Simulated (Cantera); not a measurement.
Charge: 1 mol HBr, 2.9 mol O2, 10 mol N2, at 1823.15 K.

Method: chemical equilibrium by Gibbs-energy minimisation in Cantera with the NASA 1993 tables (ideal gas, pure condensed phases). Candidate condensed phases: Br2, H2O; 27 gas species. The ideal-gas law is rough above about 30 bar. Kinetics and transport are ignored.

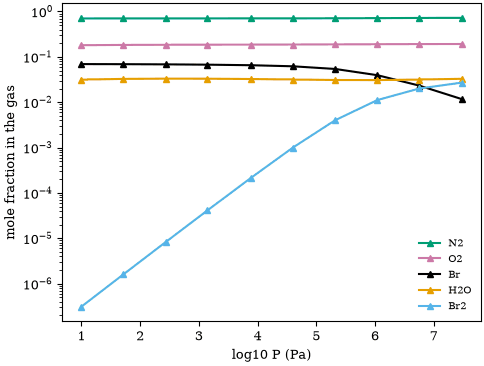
Equilibrium gas composition (values under 1e-9 drawn at 1e-9)

**Question.** Read off the mole fractions at 57.0 bar.

**Answer.** N2 about 0.72, O2 about 0.19, H2O about 0.032, Br about 0.023, Br2 about 0.020.
